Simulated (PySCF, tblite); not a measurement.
# C₃H₅O₃S−: a rotation path, then NMR shifts on frames, part 2 of 2

tblite 0.8.0 and PySCF 2.14.0. Atoms count from 0. Earlier steps stand in the parts before.

### 5 Nuclear shieldings: image 4, PBE0/pcSseg-1

What the job is given:

```
{"job": {"kind": "nmr", "xc": "PBE0", "basis": "pcSseg-1", "pop": false}, "charge": -1, "multiplicity": 1}
O      2.329700     1.052800     0.925300
S      1.452700     0.656700    -0.175600
O      0.982800     1.778200    -0.987900
O      1.973200    -0.454300    -0.971800
C     -0.042300     0.002200     0.654600
C     -1.301000     0.225300    -0.103700
C     -0.673600    -1.132200    -0.068200
H     -0.008400     0.051900     1.730900
H     -2.229300     0.390900     0.431700
H     -1.191200     0.810300    -1.004100
H     -1.161600    -1.926400     0.485500
H     -0.129900    -1.456100    -0.942800
```

With the program's defaults for keys left out, this is: GIAO PBE0/pcSseg-1 NMR shielding, non-relativistic, gas phase.

The program printed:

```text
coarse grid: 11240 points
cycle   1  E = -740.2267248120  dE =  1.878e+00  |g| = 1.304e+00  |ddm| = 3.483e+00
cycle   2  E = -739.7835230105  dE =  4.432e-01  |g| = 2.061e+00  |ddm| = 2.918e+00
cycle   3  E = -740.5223551987  dE = -7.388e-01  |g| = 1.888e-01  |ddm| = 1.981e+00
cycle   4  E = -740.5303564599  dE = -8.001e-03  |g| = 5.747e-02  |ddm| = 2.398e-01
cycle   5  E = -740.5310932277  dE = -7.368e-04  |g| = 1.496e-02  |ddm| = 5.586e-02
cycle   6  E = -740.5311420032  dE = -4.878e-05  |g| = 2.898e-03  |ddm| = 1.730e-02
cycle   7  E = -740.5311435580  dE = -1.555e-06  |g| = 8.401e-04  |ddm| = 3.281e-03
final grid: 105856 points
cycle   8  E = -740.6057723572  dE = -2.374e-05  |g| = 1.124e-02  |ddm| = 2.559e-02
cycle   9  E = -740.6057424647  dE =  2.989e-05  |g| = 1.649e-02  |ddm| = 2.468e-02
cycle  10  E = -740.6057973389  dE = -5.487e-05  |g| = 1.696e-03  |ddm| = 1.554e-02
cycle  11  E = -740.6057978668  dE = -5.279e-07  |g| = 2.752e-04  |ddm| = 1.540e-03
cycle  12  E = -740.6057978807  dE = -1.389e-08  |g| = 1.261e-04  |ddm| = 3.097e-04
cycle  13  E = -740.6057978833  dE = -2.619e-09  |g| = 4.324e-05  |ddm| = 1.250e-04
cycle  14  E = -740.6057978837  dE = -3.331e-10  |g| = 8.977e-06  |ddm| = 3.826e-05
converged SCF energy = -740.6057978837

GIAO shielding tensors (ppm)
atom      isotropic    diamagn.    paramagn.     s11        s22        s33       span
  0 O      115.610     401.350    -285.741     93.048     95.927    157.854     64.806
  1 S      191.580    1048.977    -857.398     47.693    261.698    265.348    217.655
  2 O      112.653     403.198    -290.545     71.617    101.959    164.384     92.767
  3 O      113.287     403.279    -289.992     70.843    103.041    165.976     95.133
  4 C      149.995     256.594    -106.599    105.477    123.568    220.941    115.464
  5 C      178.344     253.655     -75.311    147.849    172.648    214.535     66.685
  6 C      178.072     253.700     -75.628    147.332    172.422    214.462     67.130
  7 H       29.789      34.084      -4.295     23.991     28.490     36.886     12.894
  8 H       31.650      32.184      -0.534     26.166     27.108     41.676     15.510
  9 H       30.891      32.533      -1.642     24.797     29.350     38.527     13.730
 10 H       31.612      32.193      -0.581     26.145     27.083     41.608     15.463
 11 H       30.777      32.544      -1.766     24.567     29.297     38.469     13.902
```

Wall time 33 s (1 thread, shared host).

In short: δ C4 36.9, C6 8.9, C5 8.6, O2 223.4, H7 1.93, H11 0.94 ppm.

### 6 NMR shieldings: image 6, PBE0/pcSseg-1

What the job is given:

```
{"job": {"kind": "nmr", "xc": "PBE0", "basis": "pcSseg-1", "pop": false}, "charge": -1, "multiplicity": 1}
O      2.469100     0.606800     0.847300
S      1.430400     0.697200    -0.177800
O      1.106300     2.068700    -0.565800
O      1.644700    -0.193800    -1.317800
C     -0.076600     0.078600     0.646800
C     -1.288300     0.148700    -0.209800
C     -0.624400    -1.167200     0.052400
H     -0.116600     0.280100     1.704900
H     -2.252700     0.351700     0.241700
H     -1.144800     0.601000    -1.179000
H     -1.124300    -1.898700     0.676600
H     -0.021600    -1.573700    -0.745700
```

Level: GIAO PBE0/pcSseg-1 NMR shielding, non-relativistic, gas phase.

The program printed:

```text
coarse grid: 11240 points
cycle   1  E = -740.2291792140  dE =  1.880e+00  |g| = 1.303e+00  |ddm| = 3.487e+00
cycle   2  E = -739.7871174760  dE =  4.421e-01  |g| = 2.059e+00  |ddm| = 2.916e+00
cycle   3  E = -740.5246159592  dE = -7.375e-01  |g| = 1.884e-01  |ddm| = 1.979e+00
cycle   4  E = -740.5325655577  dE = -7.950e-03  |g| = 5.760e-02  |ddm| = 2.373e-01
cycle   5  E = -740.5333012158  dE = -7.357e-04  |g| = 1.548e-02  |ddm| = 5.610e-02
cycle   6  E = -740.5333514791  dE = -5.026e-05  |g| = 3.883e-03  |ddm| = 1.795e-02
cycle   7  E = -740.5333535663  dE = -2.087e-06  |g| = 2.081e-03  |ddm| = 4.684e-03
final grid: 105856 points
cycle   8  E = -740.6080748363  dE = -2.359e-05  |g| = 1.212e-02  |ddm| = 2.681e-02
cycle   9  E = -740.6080363639  dE =  3.847e-05  |g| = 1.841e-02  |ddm| = 2.661e-02
cycle  10  E = -740.6081034032  dE = -6.704e-05  |g| = 2.029e-03  |ddm| = 1.685e-02
cycle  11  E = -740.6081041488  dE = -7.456e-07  |g| = 3.673e-04  |ddm| = 1.839e-03
cycle  12  E = -740.6081041714  dE = -2.261e-08  |g| = 1.720e-04  |ddm| = 4.232e-04
cycle  13  E = -740.6081041767  dE = -5.257e-09  |g| = 4.027e-05  |ddm| = 1.562e-04
cycle  14  E = -740.6081041770  dE = -2.947e-10  |g| = 9.073e-06  |ddm| = 3.494e-05
converged SCF energy = -740.6081041770

GIAO shielding tensors (ppm)
atom      isotropic    diamagn.    paramagn.     s11        s22        s33       span
  0 O      117.140     401.343    -284.203     89.719     97.648    164.054     74.335
  1 S      190.196    1049.000    -858.804     49.389    247.767    273.430    224.041
  2 O      111.785     402.461    -290.676     79.479     95.864    160.013     80.534
  3 O      135.164     404.444    -269.280    102.630    116.297    186.566     83.937
  4 C      152.165     256.472    -104.307    107.672    131.709    217.113    109.441
  5 C      182.461     253.627     -71.165    155.640    174.323    217.421     61.781
  6 C      179.100     254.061     -74.962    150.823    171.898    214.579     63.756
  7 H       30.032      33.923      -3.891     24.687     28.294     37.115     12.427
  8 H       31.824      32.221      -0.397     26.258     27.290     41.924     15.666
  9 H       31.455      32.569      -1.114     25.464     29.807     39.094     13.630
 10 H       31.658      32.215      -0.556     26.045     27.107     41.823     15.778
 11 H       30.489      32.589      -2.100     23.586     29.534     38.348     14.762
```

Wall time 31 s (1 thread, shared host).

This run: δ C4 34.8, C6 7.8, C5 4.5, O2 224.3, H7 1.69, H11 1.23 ppm.

### 7 Nuclear shieldings: image 8, PBE0/pcSseg-1

What the job is given:

```
{"job": {"kind": "nmr", "xc": "PBE0", "basis": "pcSseg-1", "pop": false}, "charge": -1, "multiplicity": 1}
O      2.483500     0.171400     0.628000
S      1.408100     0.735600    -0.185900
O      1.336000     2.194900    -0.132300
O      1.343800     0.190100    -1.541000
C     -0.122200     0.169300     0.621800
C     -1.281200     0.062300    -0.300300
C     -0.572000    -1.171300     0.168500
H     -0.230300     0.496400     1.643000
H     -2.282100     0.262700     0.063700
H     -1.091200     0.381900    -1.313500
H     -1.074900    -1.837200     0.860200
H      0.083800    -1.656800    -0.538000
```

With the program's defaults for keys left out, this is: GIAO PBE0/pcSseg-1 NMR shielding, non-relativistic, gas phase.

The program printed:

```text
coarse grid: 11240 points
cycle   1  E = -740.2320545851  dE =  1.882e+00  |g| = 1.302e+00  |ddm| = 3.490e+00
cycle   2  E = -739.7890223799  dE =  4.430e-01  |g| = 2.059e+00  |ddm| = 2.943e+00
cycle   3  E = -740.5273060897  dE = -7.383e-01  |g| = 1.876e-01  |ddm| = 1.998e+00
cycle   4  E = -740.5351603645  dE = -7.854e-03  |g| = 5.807e-02  |ddm| = 2.348e-01
cycle   5  E = -740.5359060326  dE = -7.457e-04  |g| = 1.573e-02  |ddm| = 5.656e-02
cycle   6  E = -740.5359565221  dE = -5.049e-05  |g| = 4.458e-03  |ddm| = 1.849e-02
cycle   7  E = -740.5359593047  dE = -2.783e-06  |g| = 2.279e-03  |ddm| = 5.353e-03
final grid: 105856 points
cycle   8  E = -740.6104479269  dE = -2.347e-05  |g| = 1.211e-02  |ddm| = 2.689e-02
cycle   9  E = -740.6104088108  dE =  3.912e-05  |g| = 1.852e-02  |ddm| = 2.635e-02
cycle  10  E = -740.6104761654  dE = -6.735e-05  |g| = 2.027e-03  |ddm| = 1.671e-02
cycle  11  E = -740.6104769025  dE = -7.371e-07  |g| = 3.830e-04  |ddm| = 1.867e-03
cycle  12  E = -740.6104769273  dE = -2.488e-08  |g| = 1.730e-04  |ddm| = 4.423e-04
cycle  13  E = -740.6104769327  dE = -5.328e-09  |g| = 3.977e-05  |ddm| = 1.577e-04
cycle  14  E = -740.6104769330  dE = -3.001e-10  |g| = 9.105e-06  |ddm| = 3.445e-05
converged SCF energy = -740.6104769330

GIAO shielding tensors (ppm)
atom      isotropic    diamagn.    paramagn.     s11        s22        s33       span
  0 O      117.383     401.724    -284.341     85.308    102.387    164.453     79.145
  1 S      186.991    1049.049    -862.057     50.842    239.394    270.738    219.895
  2 O      117.674     401.683    -284.008     85.745    102.424    164.854     79.109
  3 O      146.279     405.113    -258.834    111.650    130.843    196.344     84.693
  4 C      153.720     256.407    -102.687    109.773    137.378    214.009    104.236
  5 C      182.806     254.022     -71.216    157.616    173.225    217.576     59.960
  6 C      182.829     254.020     -71.191    157.565    173.194    217.727     60.162
  7 H       30.227      33.788      -3.560     25.346     27.993     37.342     11.996
  8 H       31.867      32.244      -0.377     26.174     27.313     42.115     15.941
  9 H       31.070      32.595      -1.525     24.320     30.077     38.812     14.492
 10 H       31.859      32.245      -0.386     26.173     27.307     42.097     15.925
 11 H       31.067      32.601      -1.534     24.307     30.086     38.808     14.502
```

Wall time 35 s (1 thread, shared host).

Key values: δ C4 33.2, C5 4.1, C6 4.1, O0 218.7, H7 1.49, H11 0.65 ppm.

### 8 Comparing the runs: NMR shifts

Shifts (ppm) of some atoms, chosen among heavy atoms and hydrogens apart, with basis size and wall time:

```csv
frame,C5,C6,H9,H11,O3,O2,S1,functions,time
image 0,4.1,4.1,0.64,0.64,218.7,189.8,317,151,51 s
image 2,8.3,4.8,1.17,0.32,225.8,202.2,313,151,34 s
image 4,8.6,8.9,0.83,0.94,222.8,223.4,312,151,33 s
image 6,4.5,7.8,0.26,1.23,200.9,224.3,314,151,31 s
image 8,4.1,4.1,0.65,0.65,189.8,218.4,317,151,35 s
```

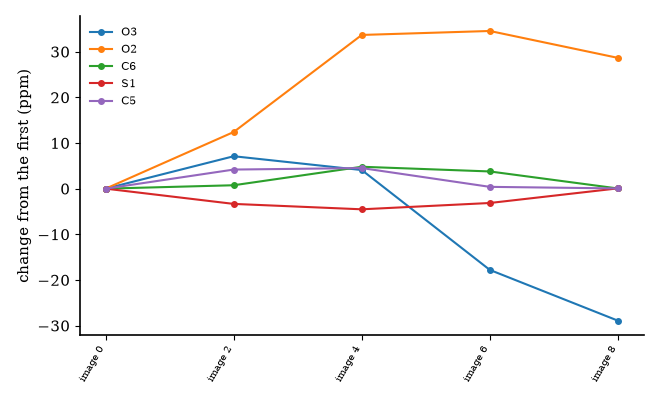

How five of the tabulated atoms move from run to run.

### 9 Outcome

The summary covers parts 1 to 2.

| quantity | value |
| --- | --- |
| barrier | 0.030 eV (0.7 kcal/mol) at image 4 |
| end to end (GFN2-xTB) | 0.000 eV |
| 13C shifts against TMS (PBE0/pcSseg-1, image 0) | 33.2, 4.1, 4.1 ppm |
| 1H shifts against TMS (PBE0/pcSseg-1, image 0) | 1.49, 0.64, 0.64, -0.14, -0.15 ppm |
| 17O shifts against H2O (PBE0/pcSseg-1, image 0) | 218.7, 218.6, 189.8 ppm |
| 33S shifts against CS2 (PBE0/pcSseg-1, image 0) | 317 ppm |
| range of the shift of O3 | 189.8 to 225.8 ppm |

Along the band the dihedral turns by 120°, and the top (dihedral -25°) lies 0.7 kcal/mol above the start (GFN2-xTB, rough), so at room temperature this motion is fast. The top was not checked by a frequency run. Shifts at one fixed geometry are not the observed spectrum, which averages over the motion. In the first frame run (image 0): The largest span, 220 ppm, is at S1, where the paramagnetic term is -862 ppm. Across the 5 runs the shift of O3 moves most, between 189.8 (image 8) and 225.8 ppm (image 2).
